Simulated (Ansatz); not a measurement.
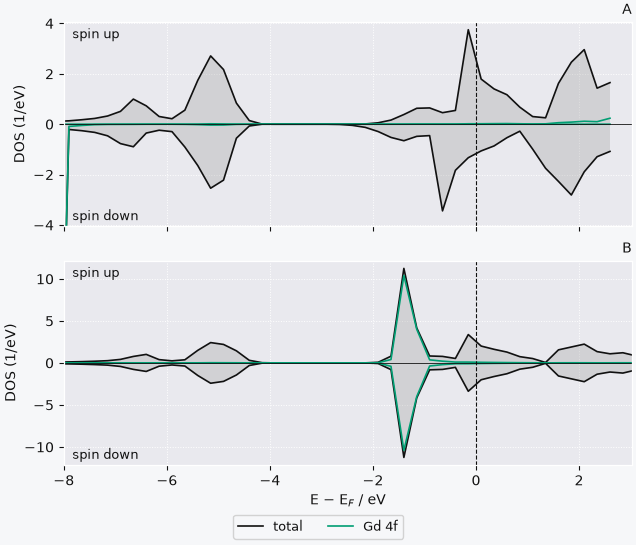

Spin-resolved densities of states of GdTiH₃, space group Pm-3m, 5 atoms in the cell, a structure borrowed from another compound, in two magnetic states on the same cell (spin down negative; each from its own Fermi level; a run without spin polarisation is drawn as two equal halves). Computed with Ansatz 0.2.0: DFT with PBE, PAW plane waves, Ueff = 6.44 eV on Gd f, spin-polarised, 6×6×6 k mesh, 420 eV cutoff, Fermi-Dirac smearing of 0.1 eV.

Question: Which panel is which state: non-magnetic and ferromagnetic?

Answer: A is ferromagnetic (net moment 7.5 μB, local moments 7.6 μB in all, metal); B is non-magnetic (metal). Unequal spin channels mark a net moment; equal ones mean that moments cancel or are absent.

Question: Which of these states is lowest in energy?

Answer: The ferromagnetic one; the non-magnetic state lies 1656 meV an atom higher. Other orders weren't compared here.

The structure was built from a prototype or by substitution, so it need not be a known phase. Spin-orbit coupling is left out, which matters for Gd.
